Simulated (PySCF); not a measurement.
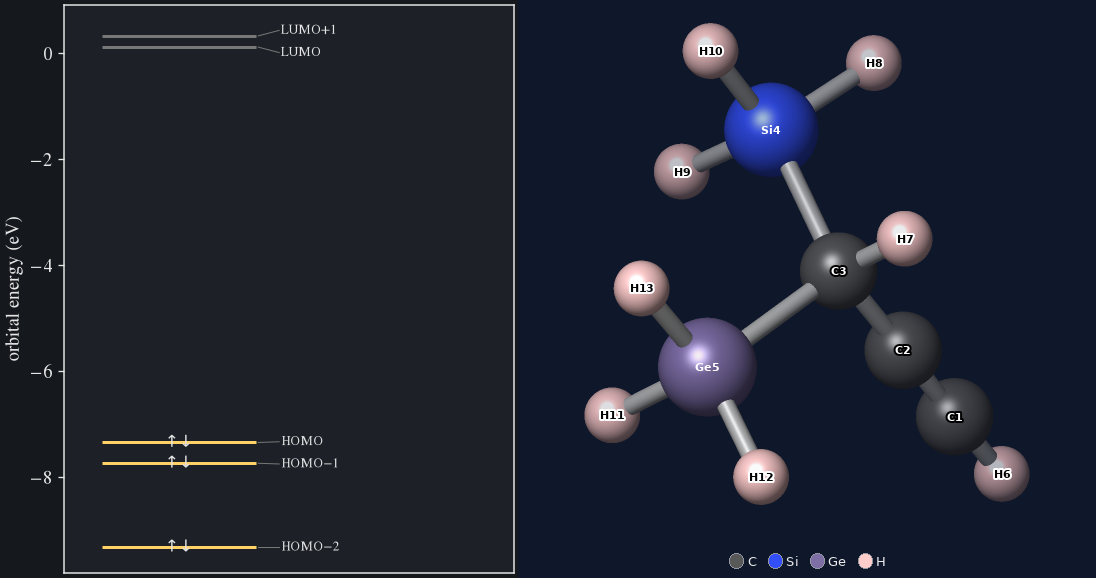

C₃H₈GeSi, SMILES C#C[C@@H]([SiH3])[GeH3], singlet. Kohn-Sham orbital energies near the frontier, PBE0/def2-SVPD with PySCF, at a GFN2-xTB geometry (no frequency check), isolated molecule; empty levels in grey, levels within 0.03 eV side by side.

Q: Where do the frontier orbitals lie?

A: HOMO at −7.35 eV, LUMO at 0.12 eV, 7.46 eV apart.

Q: How far below the HOMO does the next level lie?

A: 0.39 eV.

Q: List the levels with the atoms that carry most of them (a dash for levels above zero or within 0.03 eV of another, where shares mean little).

A:
```csv
orbital,energy (eV),Löwdin shares
LUMO+1,0.33,–
LUMO,0.12,–
HOMO,−7.35,"C1 34 %, C2 29 %, C3 15 %"
HOMO−1,−7.74,"C1 38 %, C2 36 %, C3 10 %"
HOMO−2,−9.33,"Ge5 26 %, H12 22 %, Si4 14 %"
```

Caveats: the tight-binding geometry is rougher than a DFT one and adds to the error; empty levels above zero depend strongly on the basis.
